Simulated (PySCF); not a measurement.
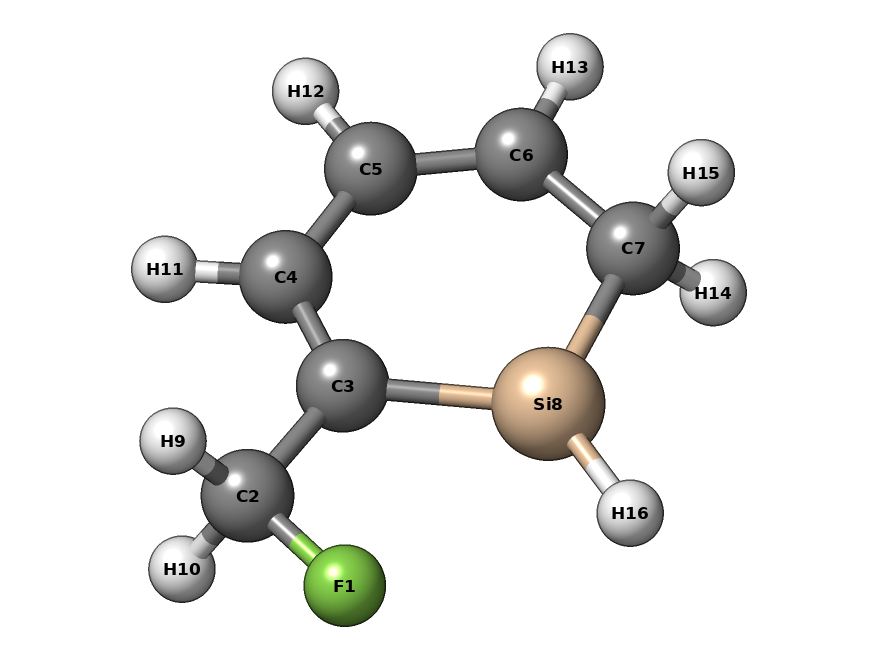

Every bond is drawn as one stick. Charge +1, singlet. The computed structure is the end point of a GFN2-xTB optimisation. No frequency run is at hand to confirm it as a minimum. Level of theory: PBE0/pcSseg-1 (PySCF 2.14.0).

Question: Which bond between heavy atoms has the highest Mayer bond order?

Answer: C5–C6, 1.75, at a length of 1.343 Å.

Question: Which bond between heavy atoms has the lowest Mayer bond order?

Answer: F1–C2, 0.86, at 1.377 Å.

List the Mayer bond orders of F1–C2, C2–C3, C3–C4, C3–Si8, C4–C5, C5–C6, C6–C7, C7–Si8 (bonds between heavy atoms, one of each equivalent set). Atoms whose distances differ by more than 0.02 Å in this geometry are listed apart.

| bond | Mayer order | length (Å) |
| --- | --- | --- |
| F1–C2 | 0.86 | 1.377 |
| C2–C3 | 0.99 | 1.502 |
| C3–C4 | 1.52 | 1.359 |
| C3–Si8 | 1.13 | 1.851 |
| C4–C5 | 1.25 | 1.435 |
| C5–C6 | 1.75 | 1.343 |
| C6–C7 | 1.08 | 1.498 |
| C7–Si8 | 0.95 | 1.890 |

The geometry is semi-empirical. Around Si such bond lengths and angles can be off by a tenth of an ångström or more and by several degrees, and values that hang on the shape move with them.
